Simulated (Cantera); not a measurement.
Input: 1 mol S, 1.5 mol O2, equilibrated at 76000 Pa.

These are equilibrium values from Cantera (NASA tables, ideal gas, pure condensed phases), not measurements of a reactor. Candidate condensed phases: S; 10 gas species. The numbers say what is thermodynamically allowed, not how fast it happens.

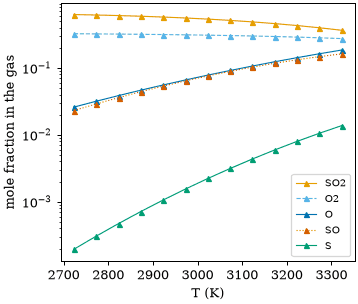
Figure. Equilibrium gas composition (values under 1e-9 drawn at 1e-9)

Task: Read off the mole fractions at 2873 K.

Result: SO2 about 0.59, O2 about 0.32, O about 0.046, SO about 0.044, S about 0.00071.
